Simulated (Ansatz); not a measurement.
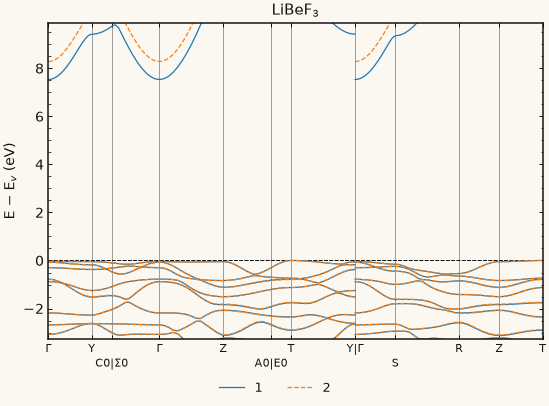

Band structures of LiBeF₃, space group Amm2 (No. 38), 5 atoms in the cell, by two methods on the same cell. Each is counted from its own valence-band top.

Which curve is which? The methods: r2SCAN, PBE.

1 is PBE; 2 is r2SCAN. PBE gives a gap of 7.53 eV along the path and r2SCAN gives a gap of 8.28 eV along the path.

Settings. PBE: DFT PBE, scalar-relativistic, plane waves, PAW, no spin polarisation, 8×6×6 k mesh, 420 eV cutoff, Gaussian smearing of 0.02 eV (Ansatz). r2SCAN: DFT r2SCAN, scalar-relativistic, plane waves, PAW, no spin polarisation, 8×6×6 k mesh, 500 eV cutoff, Gaussian smearing of 0.02 eV (Ansatz 0.2.0).

The structure is an invented one, so it need not be a known or stable phase.
